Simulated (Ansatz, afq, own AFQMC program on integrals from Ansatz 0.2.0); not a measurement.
**BGeH₂ (quartet): AFQMC on the coupled-cluster ladder, cc-pVDZ**

Aim: compute BGeH₂ (quartet) with auxiliary-field quantum Monte Carlo on the same integrals as coupled cluster, and set the energies side by side.

Method: cc-pVDZ, frozen cores; program: Ansatz 0.2.0, Gaussian basis, and an in-house AFQMC program (afq) on its integrals; all values are calculated.

To be run: PBE (unrestricted); r2SCAN (unrestricted); PBE0 (unrestricted); B3LYP (unrestricted); wB97M-V (unrestricted); B2PLYP (unrestricted); CCSD(T) on UHF; CCSDT(Q) on UHF; Phaseless AFQMC, CISD trial on UHF.

1 further run of the same task is left out (it didn't finish).

### Step 1. The system

The geometry is a PBE0/def2-TZVP stationary point (not a proven minimum) of the parent state, kept for this charge and spin. No spin-orbit coupling is included. The filled d shell of Ge may be among the frozen orbitals whatever the setting's name suggests; the logs give the count.

4 atoms, charge 0, spin multiplicity 4.

Atoms are counted from 1 here; the program's logs count them from 0.

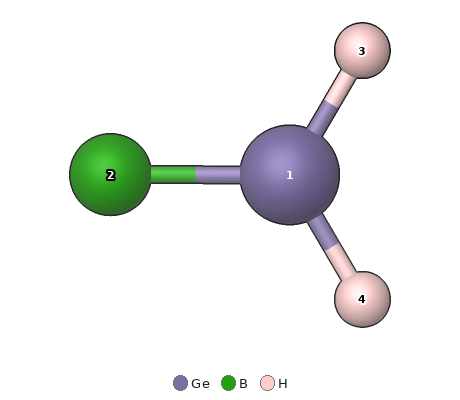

The structure; germanium purple, boron green, hydrogen pink; atoms are numbered from 1 in the order of the file.

### Step 2. PBE (unrestricted)

in.yaml

```yaml
crystal:
  periodic: [false, false, false]
  atoms:
    - {symbol: Ge, position_ang: [0.000000, 0.000000, -0.220401]}
    - {symbol: B, position_ang: [0.000000, 0.000000, 1.664781]}
    - {symbol: H, position_ang: [0.000000, 1.313392, -0.986177]}
    - {symbol: H, position_ang: [0.000000, -1.313392, -0.986177]}
basis:
  gaussian: {orbitals: cc-pVDZ}
magnetization: {spin_polarized: true, initial_magnetization: 3}
hamiltonian: {xc: {name: PBE}}
output: {orbitals: {seedname: orbitals}}
```

Launch:

```sh
$ ansatz run in.yaml --threads 1 --pin off --events-out ev --progress --plain --max-ram 1382MiB
```

The program printed:

```text
Functional definition: PBE
  name "PBE"
  cite "Perdew, Burke & Ernzerhof, Phys. Rev. Lett. 77, 3865 (1996) doi:10.1103/PhysRevLett.77.3865"
  parent pbe
  parameter kappa = 0.804
  parameter beta = 0.06672455060314922
  exchange = pbe_x(kappa = kappa, mu = beta*pi^2/3)
  correlation = pbe_c(beta = beta)
645 factors; their error is unknown
mean field evaluation 1: about -57209.4456 eV, gradient 1.2e1 eV
mean field evaluation 2: about -57208.3461 eV, gradient 1.6e1 eV
mean field evaluation 4: about -57210.6935 eV, gradient 6.1e-1 eV
mean field evaluation 8: about -57210.6835 eV, gradient 9.9e-3 eV
mean field evaluation 16: about -57210.6835 eV, gradient 8.1e-5 eV
mean field -57210.68351102 eV, -2102.4538402361 hartree, gradient 8.1e-5 eV, S^2 3.751363; 0 other end points of the search recorded, 0 dependent functions left out
reference -57210.68354239 eV, -2102.4538413889 hartree; 21, 18 occupied and 30, 33 virtual orbitals, 645 factors
Total energy: -57210.68354239 eV, -2102.4538413889 hartree
```

Wall time 1.4 s (1 thread of Arm Neoverse V1, shared host).

From the report: ⟨S²⟩ of the determinant 3.751 (pure quartet: 3.75).

### Step 3. r2SCAN (unrestricted)

Changes to in.yaml since step 2:

```diff
@@ -10,3 +10,2 @@
 magnetization: {spin_polarized: true, initial_magnetization: 3}
-hamiltonian: {xc: {name: PBE}}
-output: {orbitals: {seedname: orbitals}}
+hamiltonian: {xc: {name: r2SCAN}}
```

The command is unchanged.

The program printed:

```text
Functional definition: r2SCAN
  name "r2SCAN"
  cite "Furness, Kaplan, Ning, Perdew & Sun, J. Phys. Chem. Lett. 11, 8208 (2020) doi:10.1021/acs.jpclett.0c02405"
  cite "Furness, Kaplan, Ning, Perdew & Sun, J. Phys. Chem. Lett. 11, 9248 (2020) doi:10.1021/acs.jpclett.0c03077"
  parent r2scan
  parameter k0 = 0.174
  parameter k1 = 0.065
  parameter a1 = 4.9479
  exchange = r2scan_x(k0 = k0, k1 = k1, a1 = a1)
  correlation = r2scan_c
645 factors; their error is unknown
mean field evaluation 1: about -57219.1235 eV, gradient 9.9e0 eV
mean field evaluation 2: about -57218.9525 eV, gradient 1.1e1 eV
mean field evaluation 4: about -57219.9785 eV, gradient 5.4e-1 eV
mean field evaluation 8: about -57219.9702 eV, gradient 4.5e-2 eV
mean field evaluation 16: about -57219.9702 eV, gradient 1.9e-5 eV
mean field -57219.97017294 eV, -2102.7951187666 hartree, gradient 1.9e-5 eV, S^2 3.753290; 0 other end points of the search recorded, 0 dependent functions left out
reference -57219.97018318 eV, -2102.7951191432 hartree; 21, 18 occupied and 30, 33 virtual orbitals, 645 factors
Total energy: -57219.97018318 eV, -2102.7951191432 hartree
```

Wall time 3.2 s (1 thread of Arm Neoverse V1, shared host).

From the report: ⟨S²⟩ of the determinant 3.753 (pure quartet: 3.75).

### Step 4. PBE0 (unrestricted)

Changes to in.yaml since step 3:

```diff
@@ -10,2 +10,3 @@
 magnetization: {spin_polarized: true, initial_magnetization: 3}
-hamiltonian: {xc: {name: r2SCAN}}
+hamiltonian: {xc: {name: PBE0}}
+output: {orbitals: {seedname: orbitals}}
```

Launched as before.

The program printed:

```text
Functional definition: PBE0
  name "PBE0"
  cite "Adamo & Barone, J. Chem. Phys. 110, 6158 (1999) doi:10.1063/1.478522"
  cite "Perdew, Burke & Ernzerhof, Phys. Rev. Lett. 77, 3865 (1996) doi:10.1103/PhysRevLett.77.3865"
  parent pbe
  parameter a = 0.25
  parameter kappa = 0.804
  parameter beta = 0.06672455060314922
  exchange = (1 - a)*pbe_x(kappa = kappa, mu = beta*pi^2/3) + a*exact_x
  correlation = pbe_c(beta = beta)
546 factors; integrals over basis functions are off by at most 1.0e-3 eV
mean field evaluation 1: about -57211.7633 eV, gradient 8.1e0 eV
mean field evaluation 2: about -57212.0153 eV, gradient 6.8e0 eV
mean field evaluation 4: about -57212.4302 eV, gradient 3.9e-1 eV
mean field evaluation 8: about -57212.4625 eV, gradient 4.0e-2 eV
mean field evaluation 16: about -57212.4625 eV, gradient 5.4e-5 eV
mean field -57212.46253236 eV, -2102.5192180643 hartree, gradient 5.4e-5 eV, S^2 3.751727; 0 other end points of the search recorded, 0 dependent functions left out
reference -57212.46255591 eV, -2102.5192189299 hartree; 21, 18 occupied and 30, 33 virtual orbitals, 546 factors
Total energy: -57212.46255591 eV, -2102.5192189299 hartree
```

Wall time 1.9 s (1 thread of Arm Neoverse V1, shared host).

From the report: ⟨S²⟩ of the determinant 3.752 (pure quartet: 3.75).

### Step 5. B3LYP (unrestricted)

Changes to in.yaml since step 4:

```diff
@@ -10,3 +10,2 @@
 magnetization: {spin_polarized: true, initial_magnetization: 3}
-hamiltonian: {xc: {name: PBE0}}
-output: {orbitals: {seedname: orbitals}}
+hamiltonian: {xc: {name: B3LYP}}
```

The command is unchanged.

The program printed:

```text
Functional definition: B3LYP
  name "B3LYP"
  cite "Stephens, Devlin, Chabalowski & Frisch, J. Phys. Chem. 98, 11623 (1994) doi:10.1021/j100096a001"
  cite "Becke, Phys. Rev. A 38, 3098 (1988) doi:10.1103/PhysRevA.38.3098"
  cite "Lee, Yang & Parr, Phys. Rev. B 37, 785 (1988) doi:10.1103/PhysRevB.37.785"
  cite "Vosko, Wilk & Nusair, Can. J. Phys. 58, 1200 (1980) doi:10.1139/p80-159"
  parameter a0 = 0.2
  parameter ax = 0.72
  parameter ac = 0.81
  exchange = (1 - a0 - ax)*slater_x + ax*b88_x + a0*exact_x
  correlation = (1 - ac)*vwn_rpa_c + ac*lyp_c
546 factors; integrals over basis functions are off by at most 1.0e-3 eV
mean field evaluation 1: about -57220.9757 eV, gradient 9.4e0 eV
mean field evaluation 2: about -57221.0544 eV, gradient 9.0e0 eV
mean field evaluation 4: about -57221.7769 eV, gradient 4.3e-1 eV
mean field evaluation 8: about -57221.8042 eV, gradient 3.6e-2 eV
mean field evaluation 16: about -57221.8042 eV, gradient 4.6e-5 eV
mean field -57221.80418928 eV, -2102.8625176240 hartree, gradient 4.6e-5 eV, S^2 3.751478; 0 other end points of the search recorded, 0 dependent functions left out
reference -57221.80439072 eV, -2102.8625250268 hartree; 21, 18 occupied and 30, 33 virtual orbitals, 546 factors
Total energy: -57221.80439072 eV, -2102.8625250268 hartree
```

Run time: 1.9 s. Hardware: 1 thread of Arm Neoverse V1, shared host.

From the report: ⟨S²⟩ of the determinant 3.751 (pure quartet: 3.75).

### Step 6. wB97M-V (unrestricted)

Changes to in.yaml since step 5:

```diff
@@ -10,2 +10,3 @@
 magnetization: {spin_polarized: true, initial_magnetization: 3}
-hamiltonian: {xc: {name: B3LYP}}
+hamiltonian: {xc: {name: wB97M-V}}
+output: {orbitals: {seedname: orbitals}}
```

The command is unchanged.

The program printed:

```text
Functional definition: wB97M-V
  name "wB97M-V"
  cite "Mardirossian & Head-Gordon, J. Chem. Phys. 144, 214110 (2016) doi:10.1063/1.4952647"
  cite "Becke, J. Chem. Phys. 107, 8554 (1997) doi:10.1063/1.475007"
  cite "Vydrov & Van Voorhis, J. Chem. Phys. 133, 244103 (2010) doi:10.1063/1.3521275"
  # Of w^i u^j: cxij and so on, Table III.
  parameter omega = 0.3/bohr
  parameter cx = 0.15
  parameter cx01 = 1.007
  parameter cx10 = 0.259
  parameter css00 = 0.443
  parameter css04 = -1.437
  parameter css10 = -4.535
  parameter css20 = -3.390
  parameter css43 = 4.278
  parameter cos00 = 1.000
  parameter cos10 = 1.358
  parameter cos20 = 2.924
  parameter cos21 = -8.812
  parameter cos60 = -1.390
  parameter cos61 = 9.142
  parameter b = 6.0
  parameter c = 0.01
  gx(w, u) = 1 - cx + cx01*u + cx10*w
  gss(w, u) = css00 + css04*u^4 + css10*w + css20*w^2 + css43*w^4*u^3
  gos(w, u) = cos00 + cos10*w + (cos20 + cos21*u)*w^2 + (cos60 + cos61*u)*w^6
  exchange = spin_sum(e_x_unif_sr(omega)*gx(b97_w, b97_u_x)) + cx*exact_x_sr(omega) + exact_x_lr(omega)
  correlation = spin_sum(e_c_pw_mod_same_spin*gss(b97_w, b97_u_same))
      + integral(e_c_pw_mod_opposite_spin*gos(b97_w_opposite, b97_u_opposite)) + vv10(b, c)
546 factors; integrals over basis functions are off by at most 1.0e-3 eV
168 factors; integrals over basis functions are off by at most 8.0e-6 eV
mean field evaluation 1: about -57215.9892 eV, gradient 6.6e0 eV
mean field evaluation 2: about -57216.4648 eV, gradient 3.2e0 eV
mean field evaluation 4: about -57216.6420 eV, gradient 5.0e-1 eV
mean field evaluation 8: about -57216.6703 eV, gradient 3.9e-2 eV
mean field evaluation 16: about -57216.6703 eV, gradient 7.9e-5 eV
mean field -57216.67033179 eV, -2102.6738518413 hartree, gradient 7.9e-5 eV, S^2 3.751250; 1 other end points of the search recorded, 0 dependent functions left out
reference -57216.67036410 eV, -2102.6738530286 hartree; 21, 18 occupied and 30, 33 virtual orbitals, 546 factors
Total energy: -57216.67036410 eV, -2102.6738530286 hartree
```

It took 10 s on 1 thread of Arm Neoverse V1, shared host.

From the report: ⟨S²⟩ of the determinant 3.751 (pure quartet: 3.75).

### Step 7. B2PLYP (unrestricted)

Changes to in.yaml since step 6:

```diff
@@ -10,3 +10,3 @@
 magnetization: {spin_polarized: true, initial_magnetization: 3}
-hamiltonian: {xc: {name: wB97M-V}}
-output: {orbitals: {seedname: orbitals}}
+hamiltonian: {xc: {name: B2PLYP}}
+correlation: {electrons: outside_noble_gas}
```

Launched as before.

The program printed:

```text
Functional definition: B2PLYP
  name "B2PLYP"
  cite "Grimme, J. Chem. Phys. 124, 034108 (2006) doi:10.1063/1.2148954"
  cite "Becke, Phys. Rev. A 38, 3098 (1988) doi:10.1103/PhysRevA.38.3098"
  cite "Lee, Yang & Parr, Phys. Rev. B 37, 785 (1988) doi:10.1103/PhysRevB.37.785"
  parameter a = 0.53
  parameter c = 0.27
  exchange = (1 - a)*b88_x + a*exact_x
  correlation = (1 - c)*lyp_c + c*(mp2_os + mp2_ss)
546 factors; integrals over basis functions are off by at most 1.0e-3 eV
mean field evaluation 1: about -57206.2229 eV, gradient 6.7e0 eV
mean field evaluation 2: about -57206.2525 eV, gradient 6.6e0 eV
mean field evaluation 4: about -57206.9212 eV, gradient 1.4e0 eV
mean field evaluation 8: about -57206.9723 eV, gradient 4.4e-2 eV
mean field evaluation 16: about -57206.9723 eV, gradient 3.7e-5 eV
mean field -57206.97231286 eV, -2102.3174562189 hartree, gradient 4.4e-6 eV, S^2 3.752444; 2 other end points of the search recorded, 0 dependent functions left out
15 core orbitals not correlated: weight in the atoms' cores, before any rotation towards them, 0.999 or more for the frozen orbitals, at most 0.001 for the correlated occupied ones
reference -57206.97244146 eV, -2102.3174609451 hartree; 6, 3 occupied and 30, 33 virtual orbitals, 546 factors
second order -4.18687897 eV of doubles, -0.00000000 eV of singles
Total energy: -57208.10289878 eV, -2102.3590044855 hartree
```

Wall time 2.7 s (1 thread of Arm Neoverse V1, shared host).

From the report: ⟨S²⟩ of the determinant 3.752 (pure quartet: 3.75).

### Step 8. CCSD(T) on UHF

Changes to in.yaml since step 7:

```diff
@@ -10,3 +10,2 @@
 magnetization: {spin_polarized: true, initial_magnetization: 3}
-hamiltonian: {xc: {name: B2PLYP}}
-correlation: {electrons: outside_noble_gas}
+correlation: {method: ccsd_t, electrons: outside_noble_gas, hamiltonian_folder: ham}
```

Launched as before.

The program printed:

```text
Functional definition: HF
  name "HF"
  cite "Fock, Z. Phys. 61, 126 (1930) doi:10.1007/BF01340294"
  parent pbe
  exchange = exact_x
  correlation = 0
546 factors; integrals over basis functions are off by at most 1.0e-3 eV
mean field evaluation 1: about -57170.0678 eV, gradient 8.5e0 eV
mean field evaluation 2: about -57170.0995 eV, gradient 8.5e0 eV
mean field evaluation 4: about -57171.6289 eV, gradient 1.9e0 eV
mean field evaluation 8: about -57171.7546 eV, gradient 1.2e-1 eV
mean field evaluation 16: about -57171.2062 eV, gradient 4.0e0 eV
mean field evaluation 32: about -57170.2483 eV, gradient 9.6e-1 eV
mean field -57171.75499995 eV, -2101.0232438408 hartree, gradient 3.1e-6 eV, S^2 3.755024; 3 other end points of the search recorded, 0 dependent functions left out
determinant -57171.75499995 eV, -2101.0232438408 hartree, with singles and doubles -57175.85391630 eV, -2101.1738762382 hartree
determinant -57170.26579296 eV, -2100.9685164933 hartree, with singles and doubles -57174.18747081 eV, -2101.1126354961 hartree
15 core orbitals not correlated: weight in the atoms' cores, before any rotation towards them, 0.999 or more for the frozen orbitals, at most 0.000 for the correlated occupied ones
reference -57171.75499995 eV, -2101.0232438408 hartree; 6, 3 occupied and 30, 33 virtual orbitals, 546 factors
second order -3.24208287 eV of doubles, -0.00000000 eV of singles
cycle   1  -4.09901639 eV  change   -1.0e-4 eV  update   4.9e-4
cycle   2  -4.09910927 eV  change   -9.3e-5 eV  update   3.1e-4
cycle   3  -4.09908846 eV  change    2.1e-5 eV  update   1.0e-4
cycle   4  -4.09909098 eV  change   -2.5e-6 eV  update   5.2e-5
cycle   5  -4.09915187 eV  change   -6.1e-5 eV  update   1.5e-5
cycle   6  -4.09916483 eV  change   -1.3e-5 eV  update   4.1e-6
cycle   7  -4.09916451 eV  change    3.2e-7 eV  update   1.8e-6
perturbative correction -0.12002022 eV, -0.0044106618 hartree
Total energy: -57175.97418469 eV, -2101.1782960200 hartree
```

Wall time 2.3 s (1 thread of Arm Neoverse V1, shared host).

From the report: ⟨S²⟩ of the determinant 3.755 (pure quartet: 3.75); correlation -4.2192 eV; T1 0.021; largest double amplitude 0.05.

This run also writes the integrals to the folder ham.

### Step 9. CCSDT(Q) on UHF

Changes to in.yaml since step 8:

```diff
@@ -10,2 +10,2 @@
 magnetization: {spin_polarized: true, initial_magnetization: 3}
-correlation: {method: ccsd_t, electrons: outside_noble_gas, hamiltonian_folder: ham}
+correlation: {method: ccsdt_q, electrons: outside_noble_gas}
```

Launched as before.

The program printed:

```text
Functional definition: HF
  name "HF"
  cite "Fock, Z. Phys. 61, 126 (1930) doi:10.1007/BF01340294"
  parent pbe
  exchange = exact_x
  correlation = 0
988 factors; integrals over basis functions are off by at most 2.6e-7 eV
mean field evaluation 1: about -57170.0609 eV, gradient 8.5e0 eV
mean field evaluation 2: about -57170.1003 eV, gradient 8.5e0 eV
mean field evaluation 4: about -57171.6289 eV, gradient 1.9e0 eV
mean field evaluation 8: about -57171.7547 eV, gradient 1.2e-1 eV
mean field evaluation 16: about -57171.1997 eV, gradient 4.0e0 eV
mean field evaluation 32: about -57170.2495 eV, gradient 9.6e-1 eV
mean field -57171.75511638 eV, -2101.0232481196 hartree, gradient 3.4e-6 eV, S^2 3.755024; 3 other end points of the search recorded, 0 dependent functions left out
determinant -57171.75511638 eV, -2101.0232481196 hartree, with singles and doubles -57175.85403803 eV, -2101.1738807116 hartree
determinant -57170.26591242 eV, -2100.9685208834 hartree, with singles and doubles -57174.18759413 eV, -2101.1126400280 hartree
15 core orbitals not correlated: weight in the atoms' cores, before any rotation towards them, 0.999 or more for the frozen orbitals, at most 0.000 for the correlated occupied ones
reference -57171.75511638 eV, -2101.0232481196 hartree; 6, 3 occupied and 30, 33 virtual orbitals, 988 factors
second order -3.24210724 eV of doubles, -0.00000000 eV of singles
cycle   1  -3.84018419 eV  change   -6.0e-1 eV  update   7.1e-2
cycle   2  -4.19443451 eV  change   -3.5e-1 eV  update   3.4e-2
cycle   3  -4.23960569 eV  change   -4.5e-2 eV  update   1.5e-2
cycle   4  -4.24817898 eV  change   -8.6e-3 eV  update   8.0e-3
cycle   5  -4.25030306 eV  change   -2.1e-3 eV  update   3.0e-3
cycle   6  -4.24905935 eV  change    1.2e-3 eV  update   1.3e-3
cycle   7  -4.24973525 eV  change   -6.8e-4 eV  update   5.3e-4
cycle   8  -4.25020601 eV  change   -4.7e-4 eV  update   2.6e-4
cycle   9  -4.25009476 eV  change    1.1e-4 eV  update   1.1e-4
cycle  10  -4.25003927 eV  change    5.5e-5 eV  update   4.1e-5
cycle  11  -4.25006395 eV  change   -2.5e-5 eV  update   1.6e-5
cycle  12  -4.25007688 eV  change   -1.3e-5 eV  update   7.4e-6
cycle  13  -4.25008438 eV  change   -7.5e-6 eV  update   2.8e-6
cycle  14  -4.25008309 eV  change    1.3e-6 eV  update   1.3e-6
cycle  15  -4.25008116 eV  change    1.9e-6 eV  update   5.9e-7
cycle  16  -4.25008085 eV  change    3.1e-7 eV  update   2.5e-7
perturbative correction -0.00573656 eV, -0.0002108147 hartree
Total energy: -57176.01093380 eV, -2101.1796465248 hartree
```

It took 13 s on 1 thread of Arm Neoverse V1, shared host.

From the report: ⟨S²⟩ of the determinant 3.755 (pure quartet: 3.75); correlation -4.2558 eV; T1 0.022; largest double amplitude 0.05.

### Step 10. Phaseless AFQMC, CISD trial on UHF

It reads the integrals that the CCSD(T) run on this determinant wrote.

Launch:

```sh
$ afq ham --method phaseless --trial cisd --walkers 60 --populations 1 --least-time 40 --time-step 0.005 --steps-per-block 50 --equilibration-blocks 28 --max-blocks 300 --target-error 0.00036 --factor-cut 1e-05 --start spin_pure --seed 1029 --release-times 0.24,0.51,0.99,1.62,2.4 --release-step 0.03 --release-every 4 --taylor-order 6
```

The program printed:

```text
orbitals 36  electrons 6 3  factors 288 of 546
reference energy -2101.02324384 Eh
CCSD correlation -0.15064138 Eh in 11 cycles, weight of the determinant in the CISD state 0.8983
energy of the start -2101.173802 Eh
 block  time / (1/Eh)  mean weight  energy / Eh
     1     0.250  1.0001  -2101.172432
     2     0.500  0.9985  -2101.173309
     3     0.750  1.0002  -2101.174760
     4     1.000  0.9997  -2101.174562
     5     1.250  1.0006  -2101.175072
     6     1.500  0.9990  -2101.175709
     7     1.750  0.9995  -2101.176268
     8     2.000  0.9995  -2101.176384
     9     2.250  1.0008  -2101.176844
    10     2.500  1.0007  -2101.177715
    13     3.250  1.0008  -2101.176920
    17     4.250  1.0014  -2101.177315
    21     5.250  0.9998  -2101.179622
    25     6.250  1.0001  -2101.184611
    29     7.250  1.0002  -2101.184111
    33     8.250  1.0010  -2101.177700
    37     9.250  0.9993  -2101.178806
    41    10.250  1.0001  -2101.179877
    45    11.250  0.9997  -2101.179438
    49    12.250  1.0004  -2101.179544
    53    13.250  0.9992  -2101.179010
    57    14.250  0.9999  -2101.184051
    61    15.250  0.9999  -2101.181662
    65    16.250  0.9996  -2101.180871
    69    17.250  1.0012  -2101.179137
    73    18.250  0.9999  -2101.178887
    77    19.250  1.0002  -2101.180816
    81    20.250  0.9998  -2101.181278
    85    21.250  0.9993  -2101.181290
    89    22.250  1.0002  -2101.178308
    93    23.250  1.0009  -2101.178577
    97    24.250  0.9988  -2101.178843
   101    25.250  0.9999  -2101.178339
   105    26.250  1.0014  -2101.179643
   109    27.250  0.9999  -2101.177225
   113    28.250  1.0004  -2101.177937
   117    29.250  1.0012  -2101.177329
   121    30.250  0.9996  -2101.186589
   125    31.250  0.9990  -2101.177357
   129    32.250  1.0004  -2101.179319
   133    33.250  0.9981  -2101.184844
   137    34.250  0.9987  -2101.179649
   141    35.250  1.0008  -2101.177886
   145    36.250  1.0002  -2101.177604
   149    37.250  1.0016  -2101.176553
   153    38.250  1.0002  -2101.180892
   157    39.250  1.0017  -2101.175382
   161    40.250  1.0016  -2101.178734
   165    41.250  1.0001  -2101.178605
   169    42.250  1.0007  -2101.177283
   173    43.250  0.9998  -2101.179487
   177    44.250  1.0009  -2101.177505
   181    45.250  1.0002  -2101.178905
   185    46.250  0.9990  -2101.178480
blocks merged  error / Eh  count
     1  0.000169  160
     2  0.000211  80
     4  0.000260  40
     8  0.000319  20
    16  0.000317  10
released: time / (1/Eh)  energy / Eh  error  mean overlap
  0.24  -2101.179808  0.000318  0.9947
  0.51  -2101.179719  0.000289  0.9890
  0.99  -2101.179930  0.000292  0.9832
  1.62  -2101.179792  0.000426  0.9829
  2.40  -2101.179295  0.000401  1.0056
energy -2101.179649 +/- 0.000319 Eh
```

Wall time 3.8 min (1 thread of Arm Neoverse V1, shared host).

Energy -57176.0110 ± 0.0087 eV. Caveats: constraint bias not in the error.

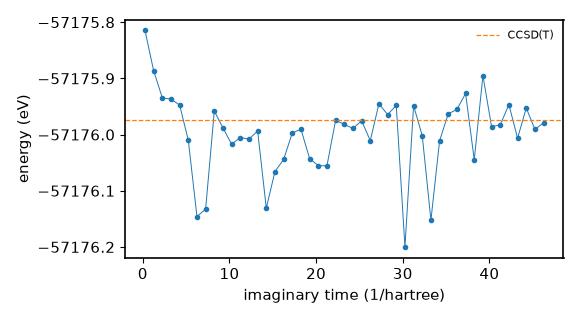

Block energies along the walk.

### Step 11. All levels side by side

On the UHF determinant, counted from CCSDT(Q) (a yardstick, not exact):

| level | energy (eV) | from CCSDT(Q) (meV) | statistical error (meV) | time |
| --- | --- | --- | --- | --- |
| HF | -57171.7550 | +4255.9 |  |  |
| MP2 | -57174.9971 | +1013.9 |  |  |
| CCSD | -57175.8542 | +156.8 |  |  |
| CCSD(T) | -57175.9742 | +36.7 |  |  |
| CCSDT(Q) | -57176.0109 | 0.0 |  |  |
| Phaseless AFQMC, CISD trial, step 0.005, 60 walkers | -57176.0110 | -0.1 | 8.7 | 3.8 min |

The functionals' totals stand on their own zeros and serve differences with other points: PBE -57210.684 eV; r2SCAN -57219.970 eV; PBE0 -57212.463 eV; B3LYP -57221.804 eV; wB97M-V -57216.670 eV; B2PLYP -57208.103 eV.

### Step 12. Summary of results

```
                                        quantity           value
                    CCSD(T) on UHF from CCSDT(Q)       +36.7 meV
Phaseless AFQMC, CISD trial on UHF from CCSDT(Q)  -0.1 ± 8.7 meV
```

**Reading.** On UHF the phaseless walk with the CISD trial lies -0.1 meV from CCSDT(Q), within three error bars. Error bars are statistical and leave out the constraint, the time step and what remains of the start.
